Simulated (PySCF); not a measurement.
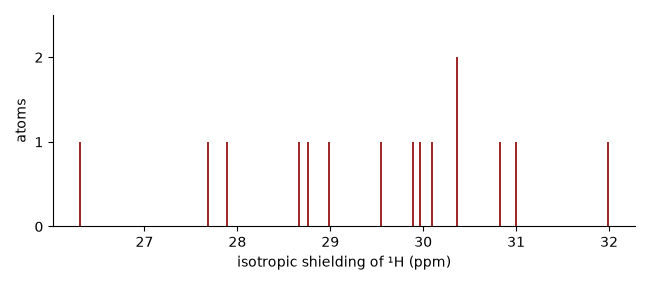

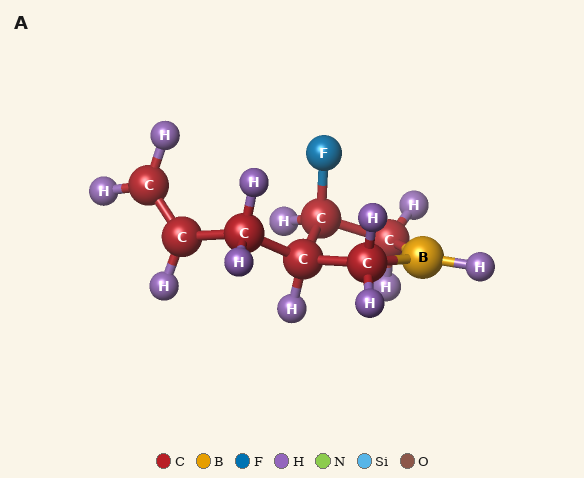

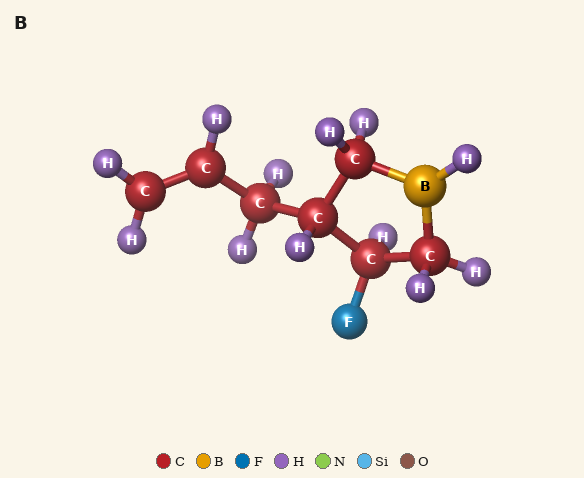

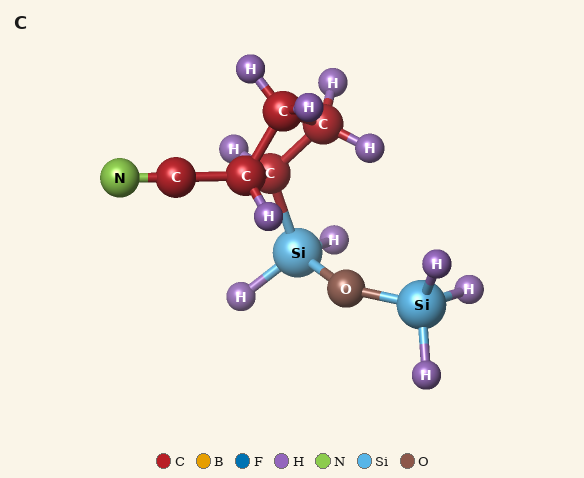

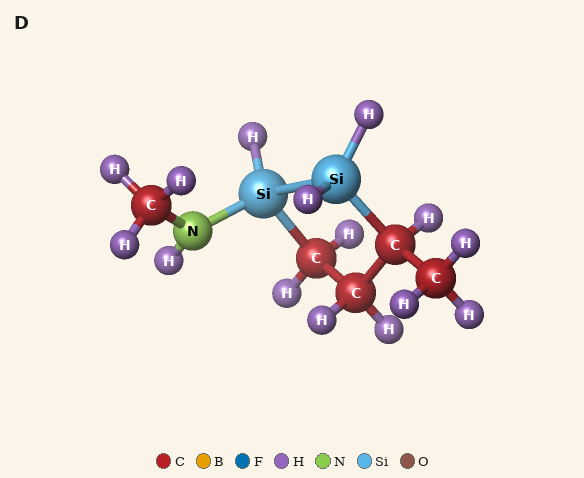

The sticks are computed shieldings of one of the molecules, for one fixed geometry (PBE0-D3(BJ)/def2-SVP) without averaging over rotations. Low shielding means a high chemical shift. Method: GIAO ωB97X-D/pcSseg-1 NMR shielding, non-relativistic, gas phase (PySCF 2.14.0).

### Match the spectrum to a structure.

D, `CN[Si@@H]1CC[C@H](C)[SiH2]1`. Its 15 H atoms give lines at 26.30, 27.68, 27.89, 28.67, 28.76, 28.98, 29.55, 29.89, 29.96, 30.09, 30.36 (2 atoms), 30.82, 31.00, 31.99 ppm.
